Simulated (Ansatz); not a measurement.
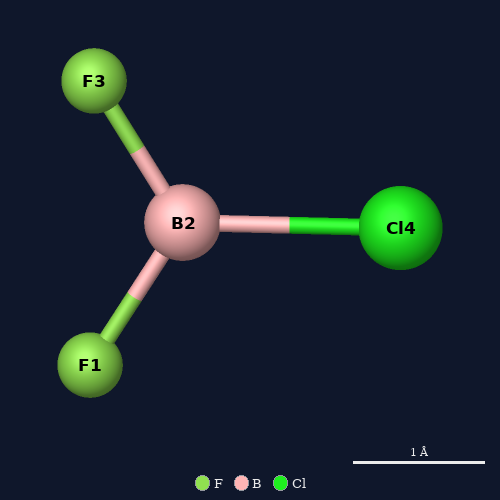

The picture comes from a calculation with Ansatz.

Geometry: atoms displaced at random (about 0.015 Å) from a stationary point of GFN2-xTB.

Give the bond lengths.

```
  bond  length (Å)   order
 F1–B2       1.331  single
 B2–F3       1.302  single
B2–Cl4       1.676  single
```
